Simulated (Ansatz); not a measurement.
# What Zr on a Mg site, symmetric start does to MgH2

The parent structure is a 12-atom supercell of MgH2 in the rutile structure (space group P4_2/mnm, No. 136; a = 4.517 Å, c = 3.013 Å) at its relaxed geometry.

Now apply this change: a neutral Zr on a Mg site, symmetric start, atoms relaxed at fixed cell.

Method: Ansatz (an electronic-structure program) PBE, no SOC. k-mesh 6×6×6 (Γ-centred); smearing 0.01 eV (Fermi–Dirac).

```json
[
 {"quantity": "pressure", "base": "0.0 GPa", "changed": "3.0 GPa", "shift": "+3.0 GPa"},
 {"quantity": "largest displacement of a host atom from its site in the perfect cell", "base": "–", "changed": "0.07 Å", "shift": "–"}
]
```

Final structure:

```yaml
crystal:
  lattice:
    - [4.51729, 0.00000, -3.01286]
    - [0.00000, 4.51729, -3.01286]
    - [0.00000, 4.51729, 3.01286]
  atoms:
    - { symbol: Zr, position: [0.00000, 0.00000, 0.00000] }
    - { symbol: Mg, position: [0.00000, 0.50000, 0.50000] }
    - { symbol: Mg, position: [0.50000, 0.74381, 0.75619] }
    - { symbol: Mg, position: [0.50000, 0.25619, 0.24381] }
    - { symbol: H, position: [0.31547, 0.00000, 0.31547] }
    - { symbol: H, position: [0.30552, 0.50000, 0.80552] }
    - { symbol: H, position: [0.80173, 0.45962, 0.73865] }
    - { symbol: H, position: [0.80173, 0.93691, 0.26135] }
    - { symbol: H, position: [0.19827, 0.06309, 0.73865] }
    - { symbol: H, position: [0.19827, 0.54038, 0.26135] }
    - { symbol: H, position: [0.68453, 0.00000, 0.68453] }
    - { symbol: H, position: [0.69448, 0.50000, 0.19448] }
```

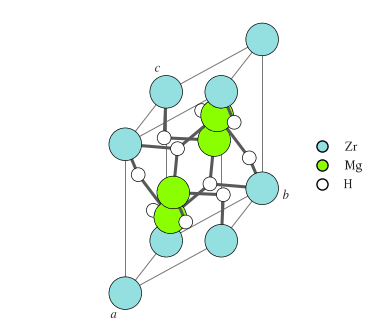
*The relaxed cell after the change*

Other magnetic orders, which the real material may have, were not ruled out. The cell is small, so the values are those of an ordered compound at a high defect concentration; dilute-limit values will differ. A case with no gap was solved on a k-mesh chosen for an insulator, which is coarse for it. The defect started on the symmetric site and kept its symmetry, so it may sit on a saddle. The defect cell is spin-polarised and ends with 1.9 μB.
